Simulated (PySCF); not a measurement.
```xyz
16

C    -1.1605    2.2544    0.6023
C    -0.7257    1.1984    0.1530
C    -0.2890   -0.0854   -0.0632
C     1.0439   -0.5001   -0.1919
C     2.1598    0.3296   -0.0706
C     3.4643   -0.0623   -0.1874
O    -1.2575   -1.0962   -0.2325
Si   -2.8425   -1.1156   -0.1757
H    -1.5035    3.2468    0.4728
H     1.1982   -1.5542   -0.3938
H     1.9574    1.3778    0.1336
H     4.2812    0.6340   -0.0803
H     3.7281   -1.0894   -0.3885
H    -3.4340   -0.7208    1.1170
H    -3.5138   -0.2757   -1.1888
H    -3.1138   -2.5323   -0.4403
```

Geometry: GFN2-xTB.

Theory: PySCF, UKS B3LYP, pcH-1 on C H O Si, non-relativistic, mean-field spin-orbit, GIAO.

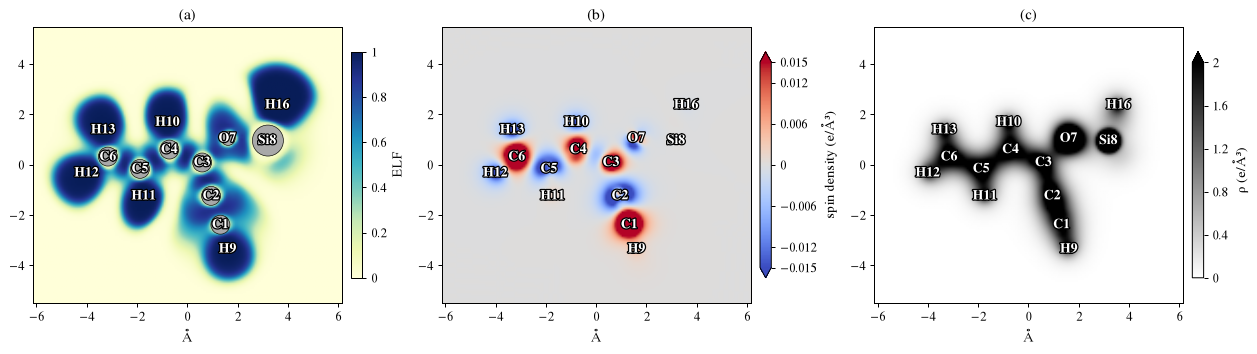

C6H8OSi (SMILES [H]/[C-]=[C]/C(=C\C=C)O[SiH3]) (charge −1, doublet). (a) electron localisation function; (b) spin density; (c) electron density on the plane of atoms C4, C5 and C6. Grey discs cover the atomic cores in the ELF map.

Question: Interpret the plot.

Answer:
- The plane passes through C, O, Si and H nuclei.
- C–C (1.23 Å): ρ at the midpoint is about 2.6 e/Å³; the ELF peaks at about 0.85 between the atoms (a multiple bond).
- C–O (1.41 Å): ρ at the midpoint is about 2 e/Å³, with its minimum of 1.6 e/Å³ about 0.5 Å from C; the ELF peaks at about 0.90 between the atoms, as expected for a shared but strongly polarised pair.
- Si–O (1.59 Å): the density is about 1.2 e/Å³ at the midpoint; the ELF peaks at about 0.85 between the atoms: a short, strongly polar bond.
- C–H (1.06 Å): ρ is about 2 e/Å³ halfway; the ELF climbs to about 1 towards the hydrogen, as it does in any bond to H; a covalent bond by its length.
- C–C (1.37 Å): the density is about 2.1 e/Å³ at the midpoint; the ELF peaks at about 0.95 between the atoms; a covalent bond.
- The ELF also peaks beside O7, away from the bonds: non-bonding electrons, paired or unpaired.
- The unpaired spin (1 electron) lies mostly on C6 (about 0.2), C1 (about 0.2), C4 (about 0.2) and C3 (about 0.1), in electrons by Hirshfeld's partition.
